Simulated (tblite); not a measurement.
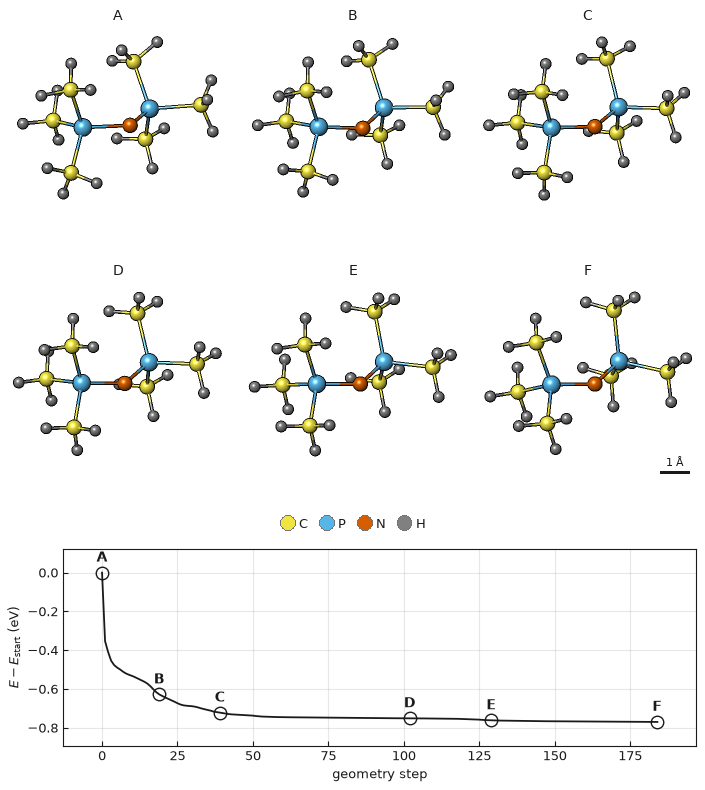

Frames of a relaxation of C$_{6}$H$_{18}$NP$_{2}$ (charge +1), marked on the history of the run. The picture is a ball-and-stick view, seen at a tilt.

These are results of tblite 0.8.0, GFN2-xTB geometry optimisation, gas phase, not measurements. 

### Describe the path.

Over 184 geometry steps the energy falls by 0.770 eV. The atom that moves furthest after the best rigid fit is an H atom (1.03 Å). Largest moves by element: H 1.03 Å, C 0.73 Å, N 0.31 Å, P 0.14 Å. Some distances before and after: N–P 1.716 → 1.608 Å, N–P 1.558 → 1.609 Å, C–P 1.852 → 1.806 Å, C–H 1.128 → 1.088 Å. Bond angles that change, for instance: P–N–P 127.4° → 134.6°, C–P–N 111.2° → 104.8°, C–P–C 113.4° → 107.0°. Groups turn about N–P by about 35°, C–P by about 35°, C–P by about 30°. From step 0 to 19: an H atom moves most (0.37 Å), energy −0.628 eV. From step 19 to 39: an H atom moves most (0.38 Å), energy −0.094 eV. From step 39 to 102: an H atom moves most (0.34 Å), energy −0.029 eV. From step 102 to 129: an H atom moves most (0.36 Å), energy −0.010 eV. From step 129 to 184: H atoms move most (0.37 Å), energy −0.008 eV.
